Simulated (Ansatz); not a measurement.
## C, pressure series

Take C in the diamond structure (space group Fd-3m, No. 227; a = 3.5603 Å) as the base.

Cell and atoms are relaxed at each pressure.

Calculations: Ansatz (a quantum-chemistry and plane-wave program), r2SCAN, PAW, cutoff 500 eV, no spin-orbit coupling.

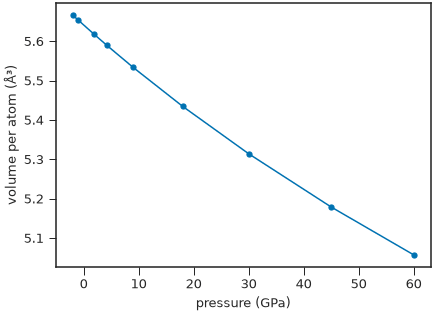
Figure. Volume against pressure

### Question
Estimate the zero-pressure bulk modulus from the plot.

### Answer
About 450 GPa; a third-order Birch–Murnaghan fit to the points gives V₀ = 5.64 Å³/atom, B₀ = 451 GPa and B₀′ = 3.6.

Measured bulk modulus of C: 454.7 GPa (static lattice; corrected from measurement; as listed in Daniel Mejia-Rodriguez, S. B. Trickey, Phys. Rev. B (2018)); the computed value is 1 % below it.

Load acts through the strain it causes; cell and atoms are relaxed under it. Stability against distortions was not tested. Competing high-pressure phases were not computed.
